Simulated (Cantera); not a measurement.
Input: 1 mol Fe2O3, 0.039 mol Cl2, 0.064 mol N2, at 7.30 bar.

Cantera equilibrium calculation (NASA polynomials, part measured and part estimated; ideal gas, pure solids and liquids). Candidate condensed phases: Fe, FeCl2, FeCl3, FeO, Fe2O3, Fe3O4; 19 gas species. Rates play no part.

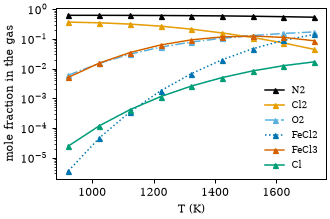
Fig. 1. Equilibrium gas composition (values under 1e-9 drawn at 1e-9)

From 923 K to 1723 K the condensed part is Fe2O3(s). The main Fe-bearing gas is FeCl3 at 923 K and FeCl2 at 1723 K. The share of Fe in condensed phases is highest at 923 K (100.0 %) and lowest at 1723 K (98.6 %).
